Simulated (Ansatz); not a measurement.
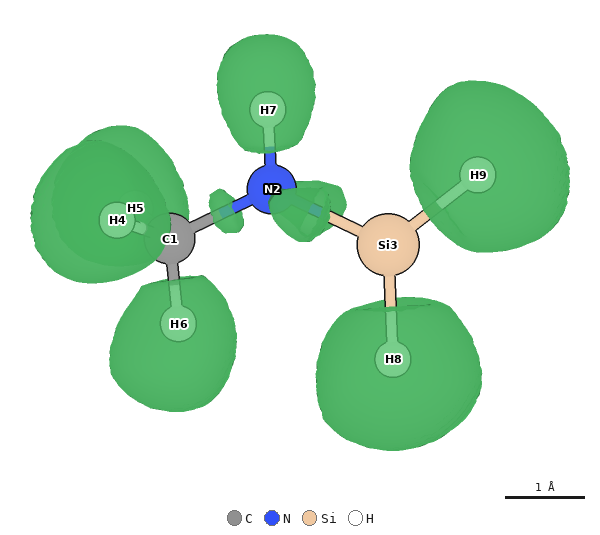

CH$_{6}$NSi (SMILES C[NH+]=[SiH2]) (charge +1). Isosurface of the ELF at 0.85 (green), seen across its widest extent. Core shells and regions of very low density are left out.

Theory: RKS r2SCAN-D4/def2-SVP in Ansatz 0.2.0.

```xyz
9

C    -0.3170    0.3478   -1.1649
N     0.3246    0.2256    0.1510
Si    1.8760    0.6029    0.5930
H    -0.6631   -0.6408   -1.5006
H    -1.1819    1.0236   -1.0929
H     0.3941    0.7492   -1.8986
H    -0.2995   -0.1470    0.8739
H     2.7646    1.1360   -0.4536
H     2.2429    0.3743    2.0005
```

Identify the bonds, lone pairs and shells in this picture.

Answer. The surface consists of one region between bonded C–N atoms (shared pairs), one region between bonded N–Si atoms (shared pairs) and six regions around hydrogen nuclei.

Values along the shortest contacts:
C–N (1.47 Å): the ELF peaks at about 0.95 between the atoms; a shared electron pair. Si–N (1.66 Å): the ELF peaks at about 0.90 between the atoms (a polar covalent bond).
